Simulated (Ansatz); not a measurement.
System: C3H12GaN3 (SMILES C[NH][Ga]([NH]C)[NH]C).

Input file:

```
crystal:
  periodic: [false, false, false]
  atoms:
    - {symbol: C, position_ang: [-1.883891, 1.993297, -0.965020]}
    - {symbol: N, position_ang: [-0.969913, 0.911953, -1.240743]}
    - {symbol: Ga, position_ang: [-0.064413, -0.062629, 0.001368]}
    - {symbol: N, position_ang: [1.180573, -1.279162, -0.530264]}
    - {symbol: C, position_ang: [1.558413, -1.562063, -1.893305]}
    - {symbol: N, position_ang: [-0.293054, 0.287232, 1.772788]}
    - {symbol: C, position_ang: [0.448259, -0.311753, 2.855543]}
    - {symbol: H, position_ang: [-1.716669, 2.375010, 0.045652]}
    - {symbol: H, position_ang: [-1.732856, 2.840106, -1.645839]}
    - {symbol: H, position_ang: [-2.941960, 1.702685, -1.029816]}
    - {symbol: H, position_ang: [-1.011749, 0.585670, -2.191404]}
    - {symbol: H, position_ang: [1.520292, -1.959563, 0.128229]}
    - {symbol: H, position_ang: [1.255798, -0.737022, -2.543581]}
    - {symbol: H, position_ang: [2.645196, -1.662338, -2.004051]}
    - {symbol: H, position_ang: [1.100089, -2.476168, -2.296429]}
    - {symbol: H, position_ang: [-1.111349, 0.787101, 2.076922]}
    - {symbol: H, position_ang: [1.377888, -0.744843, 2.476921]}
    - {symbol: H, position_ang: [-0.096667, -1.115616, 3.370353]}
    - {symbol: H, position_ang: [0.736011, 0.428101, 3.612664]}
basis:
  gaussian: {orbitals: def2-TZVPP}
hamiltonian: {xc: pbe0, dispersion: d4}
output: {orbitals: {seedname: orbitals}}
```

Command:

```sh
ansatz run in.yaml --threads 2 --pin off --events-out ev --progress --plain --max-ram 32768MiB --backend cuda --devices 0, --max-vram 18GiB
```

Geometry: PBE0-D4/def2-TZVP.

All numbers below come from RKS PBE0-D4/def2-TZVPP in Ansatz.

Question: What will maps of the electron density and electron localisation function show?

Answer: C–N (1.44 Å): ρ at the midpoint is about 1.9 e/Å³; the ELF peaks at about 0.90 between the atoms: a covalent bond.
Ga–N (1.82 Å): ρ at the midpoint is about 0.92 e/Å³; the ELF peaks at about 0.85 in the valence shell of N, 0.6 Å from its nucleus, and is about 0.35 at the midpoint.
N–H (1.01 Å): the density is about 2.9 e/Å³ at the midpoint; the ELF climbs to about 1 towards the hydrogen, as it does in any bond to H; a covalent bond by its length.

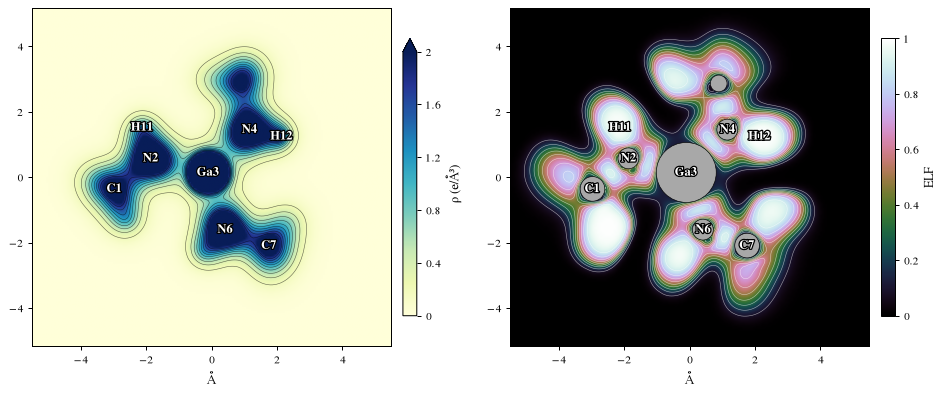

Computed electron density and electron localisation function on the plane of atoms N2, Ga3 and N6, in this order. Grey discs cover the atomic cores in the ELF map. 
